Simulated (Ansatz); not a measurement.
Consider GaN in the zinc blende structure (space group F-43m, No. 216; a = 4.4979 Å).

The change: an isotropic linear strain of −1.00 %, atoms relaxed at fixed cell.

Level of theory: r2SCAN in Ansatz (plane waves to 500 eV, PAW, scalar-relativistic without spin-orbit coupling).

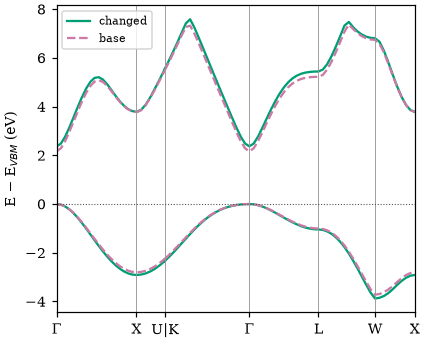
*Highest valence and lowest conduction band along the path, each from its own valence-band maximum*

**Question.** Read the changed gap and its character from the plot.

**Answer.** About 2.4 eV, direct at Γ.

Whether these cells are dynamically stable was not tested. This is not the structure that GaN has at room temperature and ambient pressure.

Ansatz is a first-principles code.
